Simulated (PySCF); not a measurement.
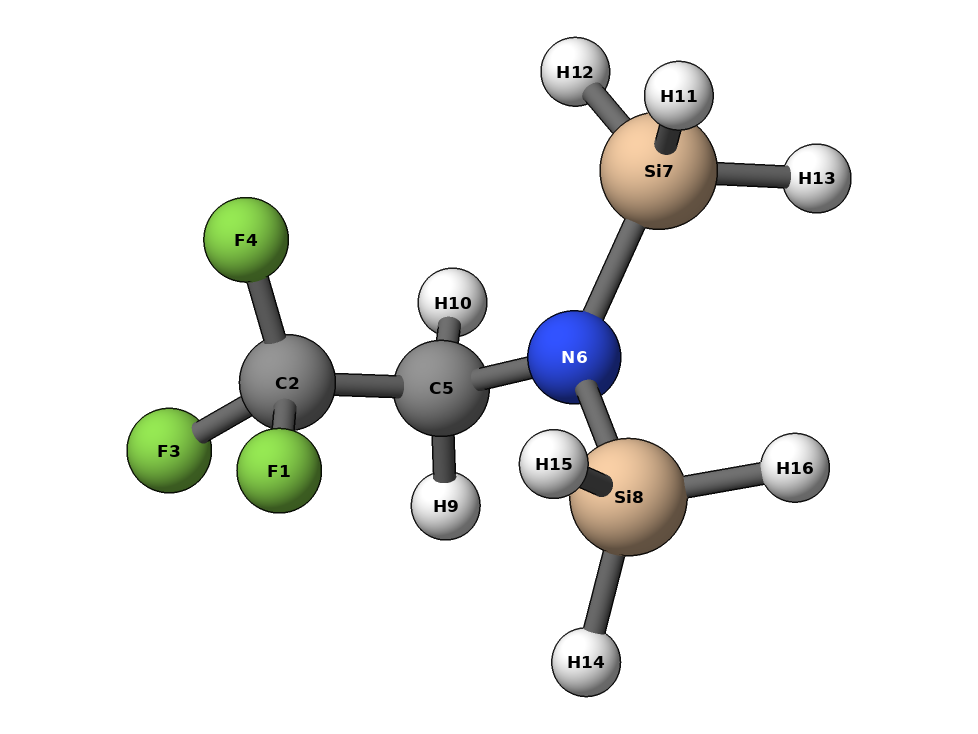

Geometry: a frame of a GFN2-xTB molecular-dynamics simulation, not a minimum. Method: GIAO PBE0/pcSseg-1 NMR shielding, non-relativistic, gas phase (PySCF 2.14.0). Principal shieldings σ11 ≤ σ22 ≤ σ33, span Ω = σ33 − σ11, skew κ = 3(σiso − σ22)/Ω.

Give the shielding tensors of the N atoms.

| atom | σ11 | σ22 | σ33 | σiso | Ω | κ |
| --- | --- | --- | --- | --- | --- | --- |
| N6 | 245.0 | 270.1 | 309.8 | 275.0 | 64.8 | 0.22 |

Shieldings and span in ppm.
